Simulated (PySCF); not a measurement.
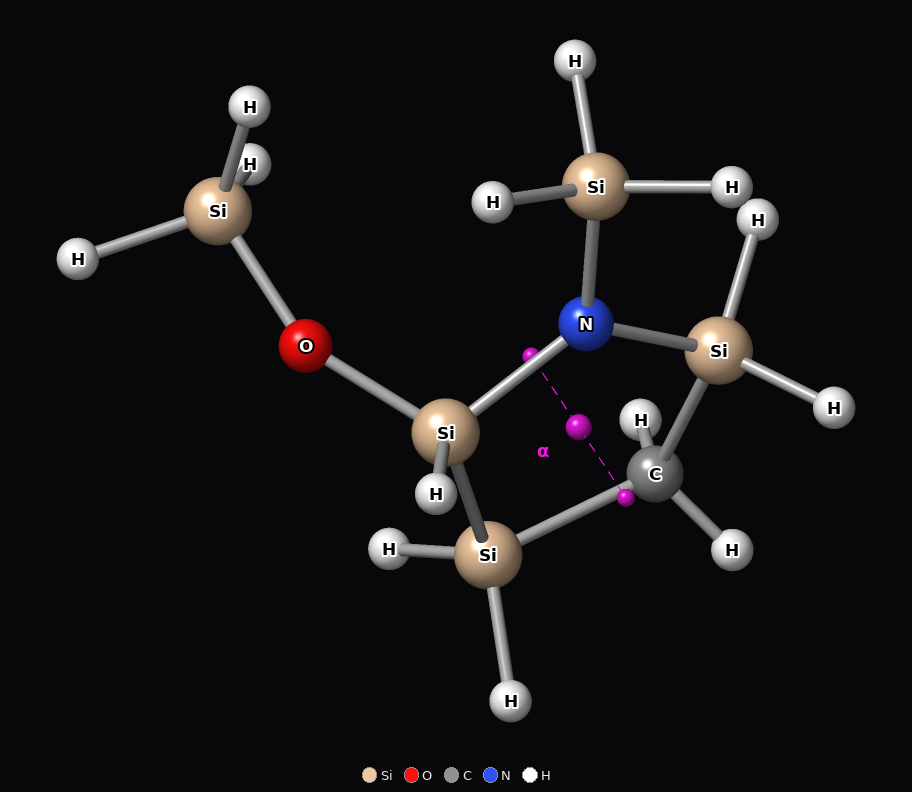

The small points mark where nucleus-independent chemical shifts (NICS) were computed: at the centre of each lettered ring and 1 Å above and below it. Computed geometry: GFN2-xTB optimisation. No frequency run is at hand to confirm it as a minimum. Method: GIAO PBE0/pcSseg-1 NMR shielding, non-relativistic, gas phase (PySCF 2.14.0).

Give NICS(0), NICS(1) and the out-of-plane component NICS(1)zz for each ring (means of the two sides).

| ring | members | NICS(0) | NICS(1) | NICS(1)zz |
| --- | --- | --- | --- | --- |
| α | CNSi3 | −3.7 | −2.5 | −0.1 |

Values in ppm.

What do the values say about the ring currents?

Ring α: weak, as in a non-aromatic ring. NICS is one index among several.

The geometry is semi-empirical. Around Si such bond lengths and angles can be off by a tenth of an ångström or more and by several degrees, and values that hang on the shape move with them.
